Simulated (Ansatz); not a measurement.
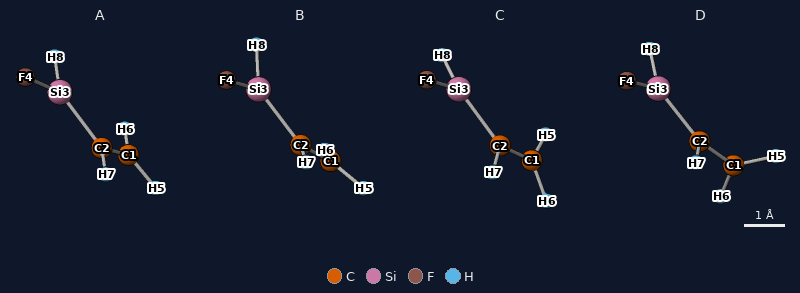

4 geometries from a converged minimum-energy path of C₂H₄FSi (charge +1), shuffled. The picture is a ball-and-stick view, seen from a free direction.

Computed with RKS LDA/6-31G* (Ansatz). Set-up: 5 movable images; climbing image; force threshold 0.05 eV/Å; iteration limit 60; starting path through a guess of the saddle point.

> Which of them lies highest in energy?

D. In order along the path, whose images run from 0 to 6: A (image 0, 0.0 kJ/mol), B (image 1, +12.9 kJ/mol), D (image 3, +232.1 kJ/mol), C (image 5, +13.1 kJ/mol). No bond forms or breaks between the ends. Among the angles between lasting bonds that change up to the highest image: C1–C2–Si3 113.8° → 141.0°, Si3–C2–H7 123.5° → 106.0°.

Cost: 2.1 min on 1 thread of Arm Neoverse V1, with other jobs on the host, peak memory 0.13 GiB.
